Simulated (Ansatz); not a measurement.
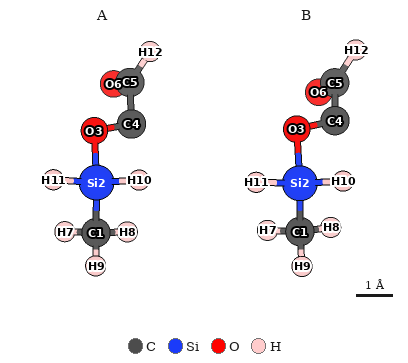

Two geometries of C3H6O2Si, drawn at one scale. One is the start of a relaxation, the other its converged end. A ball-and-stick model, seen from a free direction.

Computed with Ansatz, RKS PBE0-D4/def2-TZVP. Settings: force threshold 0.005 eV/Å; at most 150 steps.

Question: Which geometry has the lower energy?

Answer: Structure A is the relaxed one. The start comes from PBE-D4/def2-SVP. Over 13 accepted moves (14 points after the start) the energy falls by 0.102 eV. Largest force component: 1.5 eV/Å at the start, 0.0028 eV/Å at the end. The line search rejected the trial step at point 3 of the run. The forces were under the threshold at step 11, but the run went on from there. The largest move after the best rigid fit is that of O6, 0.24 Å. By element the largest moves are O 0.24 Å, H 0.17 Å, C 0.15 Å, Si 0.06 Å. Near-neighbour distances that change, for instance: Si2–O3 1.776 → 1.731 Å, C5–O6 1.235 → 1.209 Å, C1–Si2 1.865 → 1.847 Å, C5–H12 1.133 → 1.115 Å. Bond angles that change, for instance: C4–C5–O6 116.8° → 122.0°, O3–C4–C5 118.9° → 115.1°, C4–C5–H12 118.3° → 114.7°.
